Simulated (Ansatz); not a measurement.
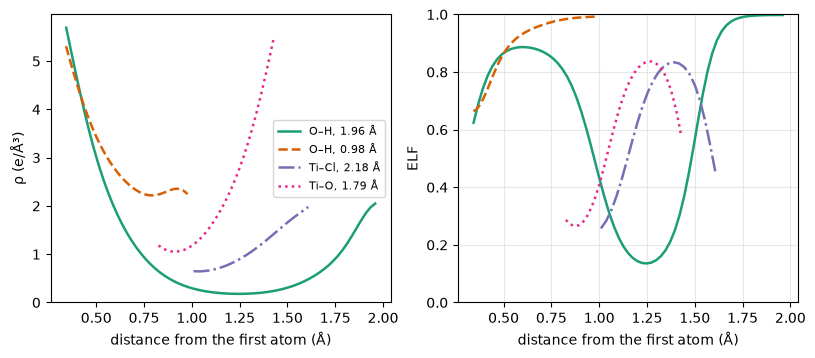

Figure. Cl3HOTi···HBr. Electron density and ELF along straight lines between neighbouring atoms. The curves leave out the atomic cores.

Level of theory: RKS PBE/def2-SVP (Ansatz).

Input file:

```
crystal:
  periodic: [false, false, false]
  atoms:
    - { symbol: Ti, position_ang: [-0.102419, 0.128868, -0.040249] }
    - { symbol: O, position_ang: [-0.115889, 0.093513, 1.826592] }
    - { symbol: H, position_ang: [-0.923433, 0.008735, 2.373891] }
    - { symbol: Cl, position_ang: [1.940369, 0.340403, -0.773145] }
    - { symbol: Cl, position_ang: [-1.231736, 1.886047, -0.668107] }
    - { symbol: Cl, position_ang: [-1.151439, -1.617592, -0.815732] }
    - { symbol: Br, position_ang: [1.676736, -2.837523, 1.424166] }
    - { symbol: H, position_ang: [1.20491, -1.631251, 2.192683] }
basis:
  gaussian: { orbitals: def2-SVP }
hamiltonian:
  xc: pbe
relax:
  f_tol: 0.03
  max_steps: 50
output:
  orbitals: {}
```

Command:

```sh
ansatz run input.yaml --threads 4 --pin off --max-ram 5120MiB --backend cpu --events-out ev --progress --plain --runs-dir out
```

The fields are those of the run's last geometry, not of the input's.

What can be read from the curves?

O2···H8 (1.96 Å): the density falls to about 0.18 e/Å³ on the way; the ELF dips to about 0.15 between them.
O–H (0.98 Å): ρ at the midpoint is about 3.5 e/Å³; the ELF climbs to about 1 towards the hydrogen, as it does in any bond to H; a covalent bond by its length.
Ti–Cl (2.18 Å): ρ at the midpoint is about 0.66 e/Å³; the ELF peaks at about 0.85 in the valence shell of Cl, 0.8 Å from its nucleus, and is about 0.35 at the midpoint.
Ti–O (1.79 Å): the density is about 1.1 e/Å³ at the midpoint; the ELF peaks at about 0.85 in the valence shell of O, 0.5 Å from its nucleus, and drops to about 0.25 between the two atoms.
